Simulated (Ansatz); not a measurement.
# MoH+ (quintet): correlated methods under varied settings

What do other methods and options give for MoH+ (quintet) at this geometry, and how long do they take?

Method: the settings change from run to run; program: Ansatz 0.2.0, Gaussian basis.

17 further runs of the same task are left out: 7 for a known fault of the program, 3 that didn't finish, 7 set aside as unsound or not needed. Runs told in other sessions of the task aren't counted.

## Step 1: What is computed

The geometry is a PBE0/def2-TZVP stationary point (not a proven minimum) of the parent state, kept for this charge and spin. No spin-orbit coupling is included. Elements past krypton take def2 core potentials.

2 atoms, charge 1, spin multiplicity 5.

Atoms are counted from 1 here; the program's logs count them from 0.

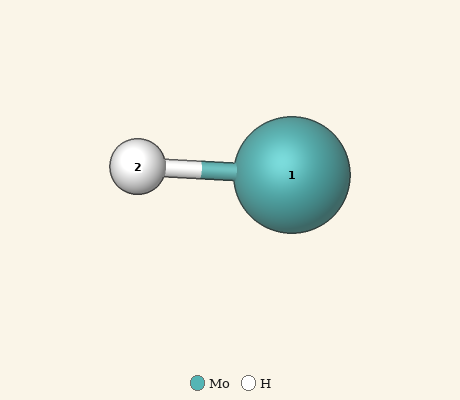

The structure; molybdenum teal, hydrogen white; atoms are numbered from 1 in the order of the file.

## Step 2: MRCISD+Q(6,7)/def2-SVP

Contents of in.yaml:

```yaml
crystal:
  periodic: [false, false, false]
  atoms:
    - {symbol: Mo, position_ang: [0.000000, 0.000000, 0.000000]}
    - {symbol: H, position_ang: [0.000000, 0.000000, 1.657400]}
basis:
  gaussian: {orbitals: def2-SVP}
total_charge: 1
magnetization: {spin_polarized: false, initial_magnetization: 4}
hamiltonian: {pseudopotentials: {relativity: scalar}}
correlation: {method: fic_mrcisd_q, electrons: outside_noble_gas, active_space: {window: {electrons: 6, orbitals: 7}}}
```

Command:

```
> ansatz run in.yaml --threads 1 --pin off --events-out ev --progress --plain --max-ram 2393MiB
```

The program printed, cut to the lines that bear on the results:

```text
Functional definition: HF
  name "HF"
  cite "Fock, Z. Phys. 61, 126 (1930) doi:10.1007/BF01340294"
  parent pbe
[...]
380 factors; integrals over basis functions are off by at most 1.5e-3 eV
[...]
mean field -1845.66366321 eV, -67.8268885872 hartree, gradient 2.0e-6 eV, S^2 6.000000; 14 other end points of the search recorded, 0 dependent functions left out
reference -1845.66366321 eV, -67.8268885872 hartree; 9, 5 occupied and 27, 31 virtual orbitals, 380 factors
state -1846.48994924 eV, -67.8572540387 hartree
contracted CI cycle   1: correlation 0.00000000 eV, 0.0000000000 hartree, residual 1.06e1 eV
contracted CI cycle   2: correlation -1.46442116 eV, -0.0538164849 hartree, residual 1.70e0 eV
contracted CI cycle   3: correlation -1.51172594 eV, -0.0555549037 hartree, residual 4.80e-1 eV
contracted CI cycle   4: correlation -1.51711423 eV, -0.0557529196 hartree, residual 1.68e-1 eV
contracted CI cycle   5: correlation -1.51759999 eV, -0.0557707711 hartree, residual 5.92e-2 eV
contracted CI cycle   6: correlation -1.51766923 eV, -0.0557733156 hartree, residual 1.86e-2 eV
contracted CI cycle   7: correlation -1.51767572 eV, -0.0557735541 hartree, residual 6.38e-3 eV
contracted CI cycle   8: correlation -1.51767662 eV, -0.0557735871 hartree, residual 2.68e-3 eV
contracted CI cycle   9: correlation -1.51767678 eV, -0.0557735928 hartree, residual 1.14e-3 eV
state -1846.48994924 eV, -67.8572540387 hartree; corrected -1848.04999211 eV, -67.9145845569 hartree
Total energy: -1848.04999211 eV, -67.9145845569 hartree
Relativity: scalar
```

Wall time 3.4 s (1 thread of Arm Neoverse V1, shared host).

From the report: 75 determinants; active occupations 1.93, 1.00, 1.00, 1.00, 1.00, 0.06, 0.00.

## Step 3: CASCI(6,5)/def2-SVP

Contents of in.yaml:

```yaml
crystal:
  periodic: [false, false, false]
  atoms:
    - {symbol: Mo, position_ang: [0.000000, 0.000000, 0.000000]}
    - {symbol: H, position_ang: [0.000000, 0.000000, 1.657400]}
basis:
  gaussian: {orbitals: def2-SVP}
total_charge: 1
magnetization: {spin_polarized: false, initial_magnetization: 4}
correlation: {active_space: {window: {electrons: 6, orbitals: 5}, fixed_orbitals: true}}
output: {forces: true}
```

Launched as before.

The program printed, cut to the lines that bear on the results:

```text
Functional definition: HF
  name "HF"
  cite "Fock, Z. Phys. 61, 126 (1930) doi:10.1007/BF01340294"
  parent pbe
[...]
380 factors; integrals over basis functions are off by at most 1.5e-3 eV
[...]
mean field -1845.66341996 eV, -67.8268796481 hartree, gradient 2.0e-6 eV, S^2 6.000000; 15 other end points of the search recorded, 0 dependent functions left out
reference -1845.66341996 eV, -67.8268796481 hartree; 9, 5 occupied and 27, 31 virtual orbitals, 380 factors
state -1845.66341996 eV, -67.8268796481 hartree
[...]
Total energy: -1845.66341996 eV, -67.8268796481 hartree
Atom 0 at     0.000000     0.000000     0.000000 Å, force     0.000000     0.000000    -0.452198 eV/Å
Atom 1 at     0.000000     0.000000     1.657400 Å, force    -0.000000    -0.000000     0.452198 eV/Å
Dipole moment:    -0.000000    -0.000000    -0.635430 e Å
```

Run time: 0.69 s. Hardware: 1 thread of Arm Neoverse V1, shared host.

From the report: 2 determinants; active occupations 2.00, 1.00, 1.00, 1.00, 1.00. With so small a space the active step adds no correlation: the energy is the mean field's.

## Step 4: CCSD(T)/def2-SVPD

Contents of in.yaml:

```yaml
crystal:
  periodic: [false, false, false]
  atoms:
    - {symbol: Mo, position_ang: [0.000000, 0.000000, 0.000000]}
    - {symbol: H, position_ang: [0.000000, 0.000000, 1.657400]}
basis:
  gaussian: {orbitals: def2-SVPD}
total_charge: 1
magnetization: {spin_polarized: false, initial_magnetization: 4}
hamiltonian: {xc: {name: PBE0}}
correlation: {method: ccsd_t, electrons: valence}
scf: {lower_state_search: full}
```

The command is unchanged.

The program printed, cut to the lines that bear on the results:

```text
Functional definition: PBE0
  name "PBE0"
  cite "Adamo & Barone, J. Chem. Phys. 110, 6158 (1999) doi:10.1063/1.478522"
  cite "Perdew, Burke & Ernzerhof, Phys. Rev. Lett. 77, 3865 (1996) doi:10.1103/PhysRevLett.77.3865"
  parent pbe
[...]
408 factors; integrals over basis functions are off by at most 1.2e-3 eV
[...]
mean field -1860.76516987 eV, -68.3818587207 hartree, gradient 1.2e-6 eV, S^2 6.000000; 11 other end points of the search recorded, 0 dependent functions left out
[...]
reference -1845.46537533 eV, -67.8196016422 hartree; 9, 5 occupied and 33, 37 virtual orbitals, 408 factors
second order -6.15588235 eV of doubles, -0.21888137 eV of singles
cycle   1  -6.38085903 eV  change   -6.7e-3 eV  update   5.4e-2
[...]
cycle  12  -6.54284923 eV  change    2.1e-6 eV  update   1.3e-5
perturbative correction -0.16076263 eV, -0.0059079178 hartree
Total energy: -1852.16898720 eV, -68.0659548342 hartree
```

Run time: 6.5 s. Hardware: 1 thread of Arm Neoverse V1, shared host.

From the report: correlation -6.7036 eV; T1 0.022; largest double amplitude 0.05. The orbitals are Kohn-Sham ones, so correlation energy and T1 don't compare with those on Hartree-Fock orbitals.

## Step 5: MP2 on ROHF/def2-SVP

Contents of in.yaml:

```yaml
crystal:
  periodic: [false, false, false]
  atoms:
    - {symbol: Mo, position_ang: [0.000000, 0.000000, 0.000000]}
    - {symbol: H, position_ang: [0.000000, 0.000000, 1.657400]}
basis:
  gaussian: {orbitals: def2-SVP}
total_charge: 1
magnetization: {spin_polarized: false, initial_magnetization: 4}
hamiltonian: {pseudopotentials: {relativity: none}}
correlation: {method: mp2, electrons: outside_noble_gas}
accuracy: high
scf: {lower_state_search: full}
```

Launched as before.

The program printed, cut to the lines that bear on the results:

```text
Functional definition: HF
  name "HF"
  cite "Fock, Z. Phys. 61, 126 (1930) doi:10.1007/BF01340294"
  parent pbe
[...]
677 factors; integrals over basis functions are off by at most 2.9e-9 eV
[...]
mean field -1845.66344366 eV, -67.8268805187 hartree, gradient 5.5e-9 eV, S^2 6.000000; 21 other end points of the search recorded, 0 dependent functions left out
[...]
4 core orbitals not correlated: weight in the atoms' cores, before any rotation towards them, 0.999 or more for the frozen orbitals, at most 0.000 for the correlated occupied ones
reference -1845.66344366 eV, -67.8268805187 hartree; 5, 1 occupied and 27, 31 virtual orbitals, 677 factors
second order -1.82745582 eV of doubles, -0.02417573 eV of singles
Total energy: -1847.51507520 eV, -67.8949267230 hartree
```

It took 1.5 s on 1 thread of Arm Neoverse V1, shared host.

## Step 6: CASSCF(4,6)/def2-SVP

Contents of in.yaml:

```yaml
crystal:
  periodic: [false, false, false]
  atoms:
    - {symbol: Mo, position_ang: [0.000000, 0.000000, 0.000000]}
    - {symbol: H, position_ang: [0.000000, 0.000000, 1.657400]}
basis:
  gaussian: {orbitals: def2-SVP}
total_charge: 1
magnetization: {spin_polarized: false, initial_magnetization: 4}
correlation: {active_space: {window: {electrons: 4, orbitals: 6}}}
```

Launched as before.

The program printed:

```text
Functional definition: HF
  name "HF"
  cite "Fock, Z. Phys. 61, 126 (1930) doi:10.1007/BF01340294"
  parent pbe
  exchange = exact_x
  correlation = 0
380 factors; integrals over basis functions are off by at most 1.5e-3 eV
mean field evaluation 1: about -1843.9715 eV, gradient 1.4e1 eV
mean field evaluation 2: about -1843.9766 eV, gradient 1.4e1 eV
mean field evaluation 4: about -1844.5903 eV, gradient 1.5e0 eV
mean field evaluation 8: about -1844.6021 eV, gradient 3.0e-3 eV
mean field evaluation 16: about -1844.6140 eV, gradient 7.0e-1 eV
mean field evaluation 32: about -1845.6634 eV, gradient 3.2e-6 eV
mean field evaluation 64: about -1845.1847 eV, gradient 1.8e0 eV
mean field evaluation 96: about -1845.6561 eV, gradient 6.2e-1 eV
mean field evaluation 128: about -1844.6021 eV, gradient 1.4e-5 eV
mean field -1845.66341996 eV, -67.8268796481 hartree, gradient 3.2e-6 eV, S^2 6.000000; 15 other end points of the search recorded, 0 dependent functions left out
reference -1845.66341996 eV, -67.8268796481 hartree; 9, 5 occupied and 27, 31 virtual orbitals, 380 factors
state -1845.80397674 eV, -67.8320450144 hartree
Total energy: -1845.80397674 eV, -67.8320450144 hartree
```

Run time: 2.5 s. Hardware: 1 thread of Arm Neoverse V1, shared host.

From the report: 15 determinants; active occupations 1.00, 1.00, 1.00, 1.00, 0.00, 0.00.

## Step 7: CCSDT on ROHF/def2-SVP

Changes to in.yaml since step 6:

```diff
@@ -9,2 +9,2 @@
 magnetization: {spin_polarized: false, initial_magnetization: 4}
-correlation: {active_space: {window: {electrons: 4, orbitals: 6}}}
+correlation: {method: ccsdt, electrons: all}
```

Launched as before.

The program printed, cut to the lines that bear on the results:

```text
Functional definition: HF
  name "HF"
  cite "Fock, Z. Phys. 61, 126 (1930) doi:10.1007/BF01340294"
  parent pbe
[...]
616 factors; integrals over basis functions are off by at most 1.0e-7 eV
[...]
mean field -1845.66344365 eV, -67.8268805184 hartree, gradient 2.0e-6 eV, S^2 6.000000; 14 other end points of the search recorded, 0 dependent functions left out
[...]
determinant -1845.66344365 eV, -67.8268805184 hartree, with singles and doubles -1851.83788867 eV, -68.0537871880 hartree
determinant -1844.74678622 eV, -67.7931939792 hartree, with singles and doubles -1850.95523279 eV, -68.0213501826 hartree
determinant -1844.60208362 eV, -67.7878762568 hartree, with singles and doubles -1850.89489113 eV, -68.0191326673 hartree
reference -1845.66344365 eV, -67.8268805184 hartree; 9, 5 occupied and 27, 31 virtual orbitals, 616 factors
second order -5.70505553 eV of doubles, -0.09006636 eV of singles
cycle   1  -5.96743089 eV  change   -1.7e-1 eV  update   7.0e-2
[...]
cycle  20  -6.33927865 eV  change    7.4e-7 eV  update   1.1e-6
Total energy: -1852.00272229 eV, -68.0598447118 hartree
```

Wall time 15 s (1 thread of Arm Neoverse V1, shared host).

From the report: correlation -6.3393 eV; T1 0.030; largest double amplitude 0.06.

## Step 8: CCSDT on ROHF/def2-SVP

Changes to in.yaml since step 7:

```diff
@@ -9,2 +9,5 @@
 magnetization: {spin_polarized: false, initial_magnetization: 4}
-correlation: {method: ccsdt, electrons: all}
+correlation: {method: ccsdt, electrons: outside_noble_gas, diis_vectors: 1}
+accuracy: high
+scf: {lower_state_search: off}
+output: {forces: true}
```

Same command.

The program printed, cut to the lines that bear on the results:

```text
Functional definition: HF
  name "HF"
  cite "Fock, Z. Phys. 61, 126 (1930) doi:10.1007/BF01340294"
  parent pbe
[...]
677 factors; integrals over basis functions are off by at most 2.9e-9 eV
[...]
mean field -1845.66344366 eV, -67.8268805187 hartree, gradient 5.5e-9 eV, S^2 6.000000; 2 other end points of the search recorded, 0 dependent functions left out
4 core orbitals not correlated: weight in the atoms' cores, before any rotation towards them, 0.999 or more for the frozen orbitals, at most 0.000 for the correlated occupied ones
reference -1845.66344366 eV, -67.8268805187 hartree; 5, 1 occupied and 27, 31 virtual orbitals, 677 factors
second order -1.82745582 eV of doubles, -0.02417573 eV of singles
cycle   1  -2.12722668 eV  change   -2.7e-1 eV  update   6.2e-2
[...]
cycle  71  -2.38935534 eV  change   6.6e-11 eV  update  3.1e-10
[...]
Total energy: -1848.05279899 eV, -67.9146877078 hartree
Atom 0 at     0.000000     0.000000     0.000000 Å, force     0.000000    -0.000000    -0.343634 eV/Å
Atom 1 at     0.000000     0.000000     1.657400 Å, force    -0.000000     0.000000     0.343634 eV/Å
Dipole moment:     0.000000     0.000000    -0.459835 e Å
Checks for a lower state left out: starts, cluster_reference, orbital_swaps, neighbouring_geometries, increment
```

It took 32 s on 1 thread of Arm Neoverse V1, shared host.

From the report: correlation -2.3894 eV; T1 0.050; largest double amplitude 0.06.

## Step 9: The runs in one table

Where basis and cores are those of an earlier FCI/def2-SVP run (-1848.0538 eV), and the records show the same count of frozen orbitals and kind of state, the miss against it is given; a blank cell means that this couldn't be shown.

```tsv
level	correlated	functions	energy (eV)	from FCI (meV)	time
MRCISD+Q(6,7)/def2-SVP (relativity set)	outside noble gas	36	-1848.0500		3.4 s
CASCI(6,5)/def2-SVP		36	-1845.6634	2390.3	0.69 s
CCSD(T)/def2-SVPD (on PBE0 orbitals)	valence	42	-1852.1690		6.5 s
MP2 on ROHF/def2-SVP	outside noble gas	36	-1847.5151		1.5 s
CASSCF(4,6)/def2-SVP		36	-1845.8040	2249.8	2.5 s
CCSDT on ROHF/def2-SVP	all	36	-1852.0027		15 s
CCSDT on ROHF/def2-SVP	outside noble gas	36	-1848.0528	1.0	32 s
```

## Step 10: What came out

```
quantity                         value
    runs                             7
quickest   CASCI(6,5)/def2-SVP, 0.69 s
 slowest  CCSDT on ROHF/def2-SVP, 32 s
```

What this shows: Total energies in different bases, with other cores or another treatment of relativity can't be set against each other. CCSDT on ROHF/def2-SVP took 46 times as long as CASCI(6,5)/def2-SVP; the jobs differ in more than the method. Hartree-Fock, CASSCF and CASCI lack dynamic correlation by design.
